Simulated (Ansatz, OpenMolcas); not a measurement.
## [SiH3]+ (SMILES [SiH3+]): the vertical ionisation energy, rung by rung

[SiH3]+ has 4 atoms, charge +1, and is taken as a singlet. As SMILES, `[SiH3+]`. The shape is that of a PBE0-D4/def2-TZVP optimisation.

Each level gives the vertical ionisation energy (to the doublet dication) (eV). The values are calculated.

```
            level                    kind     program  value (eV)  less FCI/3-21G  CPU time (all runs)
        PBE/3-21G                     GGA      Ansatz       20.69           +0.22                3.2 s
     revPBE/3-21G                     GGA      Ansatz       20.70           +0.23                3.3 s
    r2SCAN0/3-21G         hybrid meta-GGA      Ansatz       20.89           +0.42                9.9 s
  CAM-B3LYP/3-21G  range-separated hybrid      Ansatz       20.94           +0.47                5.9 s
CASPT2(6,7)/3-21G          multireference  OpenMolcas       20.44           -0.03                4.5 s
  MRCI(6,7)/3-21G          multireference  OpenMolcas       20.47            0.00                6.7 s
       CCSD/3-21G   coupled cluster or CI      Ansatz       20.47            0.00               0.55 s
   CCSDT(Q)/3-21G   coupled cluster or CI      Ansatz       20.47            0.00                1.9 s
        FCI/3-21G      exact in the basis      Ansatz       20.47            0.00                1.2 s
```

FCI/3-21G is exact within its basis and frozen core, so for wave-function methods in that basis the difference is their error; functionals converge differently with the basis, so for them it is only a difference. The values span 20.44 to 20.94 eV. All rows use very small basis sets, so none should be taken for the real molecule's value. CPU times are rough (shared hosts, several kinds of processor): they show what a rung costs within a factor of a few.

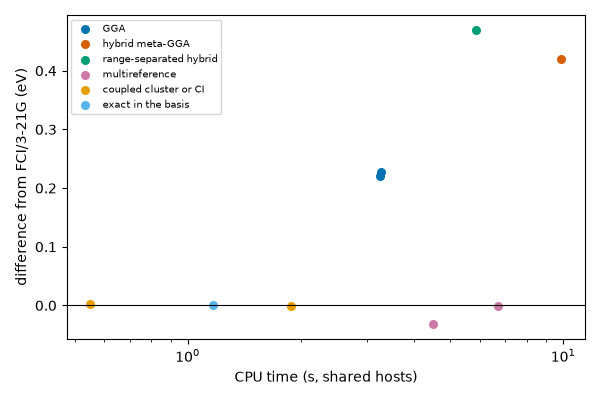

Difference from FCI/3-21G against processor time, one point a level.
